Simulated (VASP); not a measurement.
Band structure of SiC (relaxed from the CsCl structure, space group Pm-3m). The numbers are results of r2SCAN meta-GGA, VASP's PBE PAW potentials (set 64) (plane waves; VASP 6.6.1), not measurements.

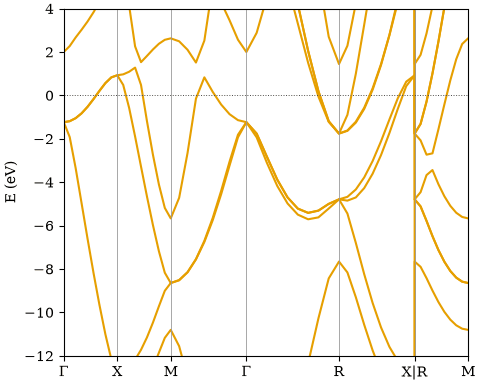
Figure: Bands along high-symmetry lines, zero at the valence-band maximum or, without a gap, the Fermi level

**Question.** Read the plot: is there a gap, and where are the band edges?

**Answer.** It has no gap at this level: it comes out as a metal or semimetal.

The structure was generated: SiC was put into the CsCl type (Pm-3m), which need not be its known phase. It was relaxed first, which changed the volume by +23 %.
